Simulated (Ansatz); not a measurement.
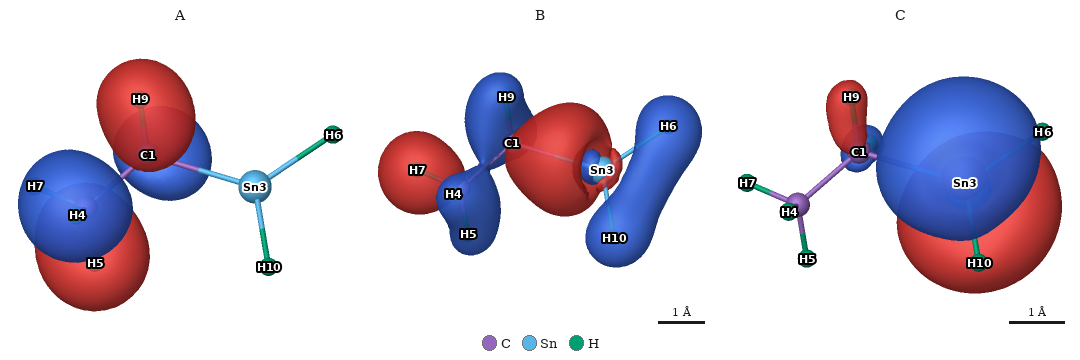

Figure. C2H7Sn (SMILES C[CH2][SnH2+]) (charge +1). Three frontier orbitals at ±0.1 Å⁻³ᐟ² (blue and red are the two phases), in no order.

Geometry: BLYP-D3(BJ)/def2-SVP; core potentials replace the inner electrons of Sn.

These are results of isolated molecule in a Gaussian basis; Kohn-Sham density functional theory, functional PBE0 (Ansatz 0.2.0), not measurements.

```xyz
10

C    -0.4842    0.0276   -0.2611
C    -0.5515   -0.8262    1.0091
Sn    1.2966    1.2910   -0.4333
H    -0.5749   -0.2145    1.9313
H     0.2858   -1.5464    1.0815
H     1.5860    2.3346   -1.7858
H    -1.4914   -1.4158    0.9813
H    -0.4634   -0.5619   -1.2038
H    -1.3172    0.7575   -0.3621
H     2.5302    1.3213    0.7833
```

Order the three orbitals by energy and name them.

Answer. A is the HOMO−1 (−14.73 eV). It lies mainly on C2 (about 35 %), C1 (about 15 %), H4 (about 15 %), H5 (about 15 %), H8 (about 10 %) and H9 (about 10 %). B is the HOMO (−13.46 eV). It lies mainly on Sn3 (about 25 %), C1 (about 25 %), C2 (about 15 %), H7 (about 10 %) and H6 (about 5 %). C is the LUMO (−8.45 eV). It lies mainly on Sn3 (about 85 %).

What is the HOMO–LUMO gap?

Answer. 5.01 eV between the orbital energies.
